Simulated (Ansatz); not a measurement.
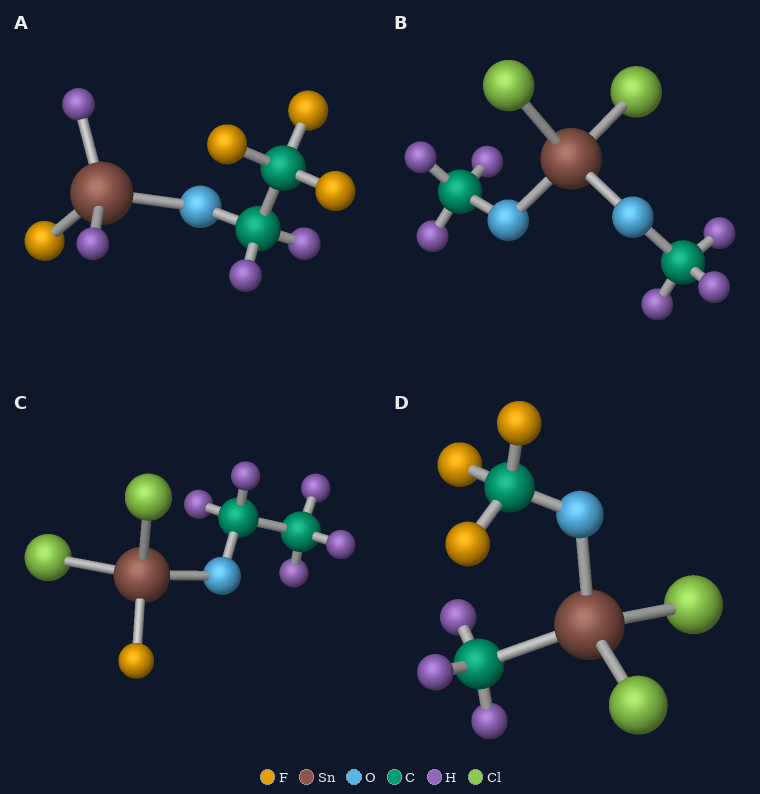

The picture comes from a calculation with Ansatz.

### Which panel belongs to which SMILES?
(1) C[O][Sn]([Cl])([Cl])[O]C
(2) CC[O][Sn]([F])([Cl])[Cl]
(3) [CH3][Sn]([Cl])([Cl])[O]C(F)(F)F
(4) [F][SnH2][O]CC(F)(F)F

A is (4), B is (1), C is (2), D is (3).
